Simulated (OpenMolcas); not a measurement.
# One shape, several levels: GaHCl2O (SMILES [OH][Ga]([Cl])[Cl])

We compute a comparison of 6 runs (B3LYP/def2-SVP, M06-L/def2-SVP, SVWN5/def2-SVP, TPSS/def2-SVP, MP2/def2-SVP, CCSD(T)/def2-SVP) of GaHCl2O. 

The results are computed with OpenMolcas 26.06.

1 further run of the same task is left out (set aside as unsound or not needed).

## (1) Starting point

The species is GaHCl2O (5 atoms), meant as a singlet with charge 0. SMILES: `[OH][Ga]([Cl])[Cl]`. The coordinates come from a PBE0-D4/def2-TZVP relaxation.

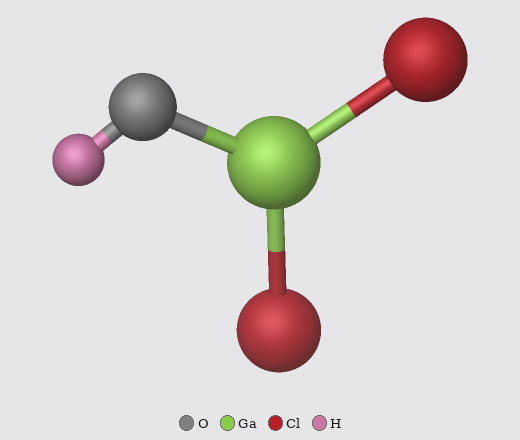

Viewed from a chosen angle; oxygen grey, gallium green, chlorine red, hydrogen pink.

## (2) Energy and forces at B3LYP/def2-SVP (run 1)

Contents of mol.input:

```
* Cl2GaHO Kohn-Sham DFT
&GATEWAY
BasLib
$CurrDir
BasisSet
O.def2-SVP....
O1 0.254500 1.354600 0.245900 angstrom
End of Basis
BasisSet
Ga.def2-SVP....
Ga2 0.118500 -0.394500 0.056800 angstrom
End of Basis
BasisSet
Cl.def2-SVP....
Cl3 1.500000 -1.634900 1.057700 angstrom
Cl4 -1.407900 -1.236300 -1.155800 angstrom
End of Basis
BasisSet
H.def2-SVP....
H5 -0.415200 1.837400 -0.246000 angstrom
End of Basis
&SEWARD
GridInput
Grid=UltraFine
End of Grid
&SCF
KSDFT
B3LYP
Thresholds
1e-10 1e-07 1e-07 1e-05
PrOrbitals
1
&ALASKA
```

The basis set def2-SVP is read from a file made from the Basis Set Exchange's data (not shown).

Run with:

```console
$ export MOLCAS_MEM=1860
$ pymolcas mol.input > mol.log
```

Standard output:

```text
--- Start Module: gateway ---
[...]
--- Stop Module: gateway /rc=_RC_ALL_IS_WELL_ ---
[...]
      Basis functions           87
[...]
--- Start Module: scf ---
[...]
       Convergence after  14 Iterations
[...]
::    Total KS-DFT energy                           -2920.6977319402
[...]
      Total spin, S                                     0.0000000000
[...]
      Total electronic charge=   74.000000
      Total            charge=   -0.000000
[...]
      Dipole Moment (debye):
      Origin of the operator (angstrom)=    0.0965   -0.6677    0.0268
                   X= -9.5634E-01               Y=  9.9647E-01               Z= -6.8810E-01           Total=  1.5431E+00
      Quadrupole Moment (debye*angstrom):
[...]
--- Stop Module: scf /rc=_RC_ALL_IS_WELL_ ---
[...]
--- Start Module: alaska ---
[...]
 *              Molecular gradients               *
 **************************************************
  Irreducible representation: a
 ------------------------------------------------------------------------------------------
                              X                       Y                       Z
 ------------------------------------------------------------------------------------------
  O1               -4.50301851144630E-03   -1.80968516845326E-03   -3.53939275264903E-03
  GA2               1.68281016911825E-04   -2.25521382198757E-03    1.42565745708256E-05
  CL3              -5.94735902335941E-03    4.91813663074225E-03   -4.32977449970195E-03
  CL4               6.08602244503231E-03    3.28478729360882E-03    4.83490378424989E-03
  H5                4.19607407287348E-03   -4.13802493401949E-03    3.02000689350379E-03
 ------------------------------------------------------------------------------------------
--- Stop Module: alaska /rc=_RC_ALL_IS_WELL_ ---
[...]
```

Run time: 15 s. Hardware: 1 thread of AMD EPYC 9R45 (Zen 5), shared host; peak memory 0.48 GiB.

## (3) Energy and gradient at M06-L/def2-SVP (run 2)

Contents of geom.xyz:

```xyz
5

O      0.254500     1.354600     0.245900
Ga     0.118500    -0.394500     0.056800
Cl     1.500000    -1.634900     1.057700
Cl    -1.407900    -1.236300    -1.155800
H     -0.415200     1.837400    -0.246000
```

Contents of calc.inp:

```
* Cl2GaHO Kohn-Sham DFT

&GATEWAY
  BasLib
  $CurrDir
  Coord
  geom.xyz
  Basis
  def2-SVP
  Group
  NoSym

&SEWARD
  GridInput
  Grid=UltraFine
  End of Grid

&SCF
  KSDFT
  M06L
  Thresholds
  1e-10 1e-07 1e-07 1e-05
  PrOrbitals
  1 2

&ALASKA
```

The basis set def2-SVP is read from a file made from the Basis Set Exchange's data (not shown).

Run with:

```console
$ export MOLCAS_MEM=1860
$ pymolcas calc.inp > calc.log
```

Standard output:

```text
--- Start Module: gateway ---
[...]
--- Stop Module: gateway /rc=_RC_ALL_IS_WELL_ ---
[...]
      Basis functions           87
[...]
--- Start Module: scf ---
[...]
       Convergence after  15 Iterations
[...]
::    Total KS-DFT energy                           -2920.5743250891
[...]
      Total spin, S                                     0.0000000000
[...]
      Total electronic charge=   74.000000
      Total            charge=   -0.000000
[...]
      Dipole Moment (debye):
      Origin of the operator (angstrom)=    0.0965   -0.6677    0.0268
                   X= -9.3045E-01               Y=  1.1741E+00               Z= -6.5966E-01           Total=  1.6369E+00
      Quadrupole Moment (debye*angstrom):
[...]
--- Stop Module: scf /rc=_RC_ALL_IS_WELL_ ---
[...]
--- Start Module: alaska ---
[...]
 *              Molecular gradients               *
 **************************************************
  Irreducible representation: a
 ------------------------------------------------------------------------------------------
                              X                       Y                       Z
 ------------------------------------------------------------------------------------------
  O1               -3.02919583943151E-03   -3.47707545390108E-03   -2.48445056617896E-03
  GA2               3.56531824361933E-04    1.89814451353243E-04    2.77499536948000E-04
  CL3              -3.47795824387021E-03    2.84198743977626E-03   -2.53442645910695E-03
  CL4               3.84075821853713E-03    2.29454729908696E-03    3.06333542578230E-03
  H5                2.30986404027167E-03   -1.84927373636334E-03    1.67804206252420E-03
 ------------------------------------------------------------------------------------------
--- Stop Module: alaska /rc=_RC_ALL_IS_WELL_ ---
[...]
```

Wall time 18 s (1 thread of AMD EPYC 9R45 (Zen 5), shared host); peak memory 0.48 GiB.

Runs 3 to 5 aren't shown in full; the table further down has their settings and results.

## (4) A single-point energy at CCSD(T)/def2-SVP (run 6)

Contents of calc.inp:

```
>>> EXPORT MOLCAS_PRINT=2

&gateway
 baslib = $CurrDir
 coord
 5
 bohr
 O      0.48093530     2.55982301     0.46468365
 Ga     0.22393255    -0.74549696     0.10733644
 Cl     2.83458919    -3.08951324     1.99876332
 Cl    -2.66054541    -2.33626841    -2.18414545
 H     -0.78461429     3.47218278    -0.46487263
 basis = def2-SVP
 group = NoSym

&seward

&scf
 thresholds = 1e-10 1e-07 1e-07 1e-05
 prorbitals = 1 1

&rasscf
 fileorb = $Project.ScfOrb
 spin = 1
 nactel = 0 0 0
 inactive = 37
 ras2 = 0
 outorbitals = Canonical
 orblisting = Nothing

&motra
 jobiph
 frozen = 20

&ccsdt
 cct
 triples = 2
 iterations = 80
 accuracy = 1e-08
 extrapolation = 5 4
```

The basis set def2-SVP is read from a file made from the Basis Set Exchange's data (not shown).

Run with:

```console
$ export MOLCAS_MEM=1860
$ pymolcas calc.inp > calc.log
```

Standard output:

```text
--- Start Module: gateway ---
[...]
--- Stop Module: gateway /rc=_RC_ALL_IS_WELL_ ---
[...]
      Basis functions           87
[...]
       Convergence after  13 Iterations
[...]
::    Total SCF energy                              -2917.2479974987
[...]
      Total spin, S                                     0.0000000000
[...]
      Number of active orbitals                  0
[...]
      Spin quantum number                      0.0
[...]
      Active orbitals                            0
[...]
      Number of CSFs                             1
[...]
      Number of root(s) required                 1
[...]
      Convergence after  4 iterations
[...]
      Natural orbitals and occupation numbers for root  1
      ************************************************************************************************************************
      *                                                    Final results                                                     *
      ************************************************************************************************************************
[...]
::    RASSCF root number  1 Total energy:  -2917.24799750
[...]
      Total electronic charge=   74.000000
      Total            charge=   -0.000000
[...]
      Dipole Moment (debye):
      Origin of the operator (angstrom)=    0.0965   -0.6677    0.0268
                   X= -1.0900E+00               Y=  9.2425E-01               Z= -7.9459E-01           Total=  1.6352E+00
      Quadrupole Moment (debye*angstrom):
[...]
--- Start Module: motra ---
[...]
      *** WARNING: Default frozen orbitals is overwritten by user input.
      *** Default values:  25
[...]
--- Stop Module: motra /rc=_RC_ALL_IS_WELL_ ---
--- Start Module: ccsdt ---
[...]
      Convergence after                    17  Iterations
      Total energy (diff) :   -2917.92088487       0.00000000
[...]
 METHOD                       : CCSD+T(CCSD)+<T3(1)WT1> = CCSD(T)
[...]
       CCSD     =     -2917.9208848731291
[...]
--- Stop Module: ccsdt /rc=_RC_ALL_IS_WELL_ ---
[...]
```

Wall time 41 s (1 thread of AMD EPYC 9R45 (Zen 5), shared host); peak memory 0.48 GiB.

## (5) All runs side by side

```tsv
run	level	task	integration grid	energy (Eh)	dipole moment (D) of the reference	HOMO energy (eV)	LUMO energy (eV)	wall time
1	B3LYP/def2-SVP	gradient	UltraFine	-2920.697732	1.54	-8.85	-1.64	15 s
2	M06-L/def2-SVP	gradient	UltraFine	-2920.574325	1.64	-8.05	-2.03	18 s
3	SVWN5/def2-SVP	gradient	UltraFine	-2914.108161	1.58	-7.78	-2.54	12 s
4	TPSS/def2-SVP	gradient	UltraFine	-2920.667683	1.61	-7.79	-2.19	19 s
5	MP2/def2-SVP	energy	–	-2917.905601	1.64	-12.64	2.07	5.4 s
6	CCSD(T)/def2-SVP	energy	–	-2917.937912	1.64	-12.64	2.07	41 s
```

## (6) What came out

```
                                           quantity           value
                                run 6: total energy  -2917.93791 Eh
          run 6: dipole moment (mean-field density)          1.64 D
         run 6: HOMO energy (Hartree–Fock orbitals)       -12.64 eV
         run 6: LUMO energy (Hartree–Fock orbitals)         2.07 eV
       run 6: HOMO–LUMO gap (Hartree–Fock orbitals)        14.70 eV
run 6: correlation energy (20 core orbitals frozen)      -689.9 mEh
                              run 6: (T) correction      -17.03 mEh
```

Over runs 1, 2, 3, 4 the dipole moment (its size) runs from 1.54 D (B3LYP/def2-SVP) to 1.64 D (M06-L/def2-SVP). Over runs 1, 2, 3, 4 the HOMO–LUMO gap runs from 5.24 eV (SVWN5/def2-SVP) to 7.21 eV (B3LYP/def2-SVP). Totals of different functionals can't be ranked against each other. All runs together took 1.8 min, the longest 41 s.
